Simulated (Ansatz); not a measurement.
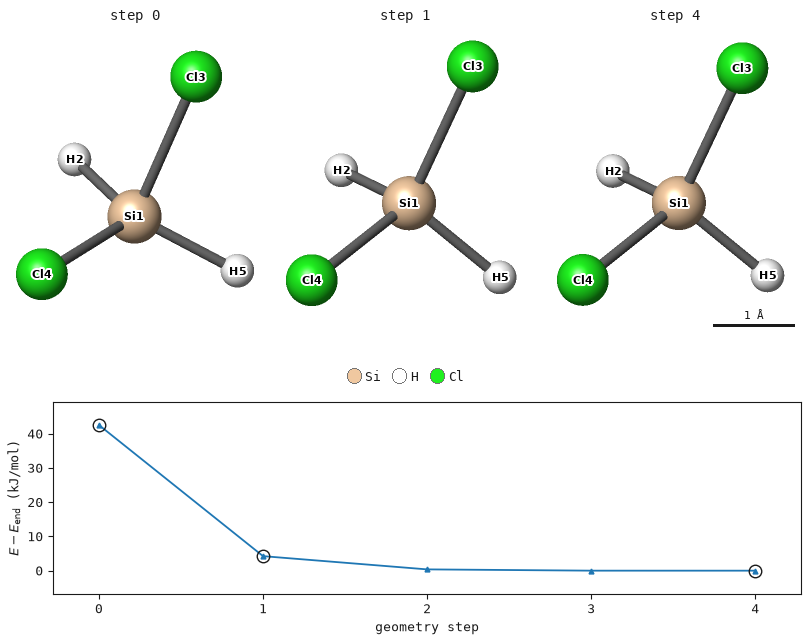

Frames of a relaxation of SiH₂Cl₂, marked on the history of the run. Style: ball-and-stick. Shown from a free direction.

It is one of the separated reactants of a reaction.

All numbers below come from RKS PBE0-D4/def2-TZVP in Ansatz. (force threshold 0.005 eV/Å; at most 200 steps)

**What happens along the run?**

The atom that moves furthest after the best rigid fit is Si1 (0.20 Å). Largest moves by element: Si 0.20 Å, H 0.15 Å, Cl 0.14 Å. Near-neighbour distances that change, for instance: Si1–Cl3 2.111 → 2.040 Å, Si1–Cl4 2.071 → 2.040 Å, Si1–H2 1.491 → 1.475 Å. Among the angles between lasting bonds that change: H2–Si1–Cl3 95.6° → 108.5°, Cl3–Si1–H5 98.0° → 108.5°, Cl3–Si1–Cl4 99.6° → 110.1°. After 4 geometry steps the energy has fallen by 42.5 kJ/mol. The largest force component goes from 1.8 to 0.0027 eV/Å. From step 0 to 1: Si1 moves most (0.20 Å), energy −38.3 kJ/mol. From step 1 to 4: H atoms move most (0.04 Å), energy −4.24 kJ/mol.

```tsv
step	E − E(0), kJ/mol	largest force component, eV/Å
0	0.00	1.7716
1	-38.30	0.6069
2	-42.17	0.1773
3	-42.54	0.0097
4	-42.54	0.0027
```
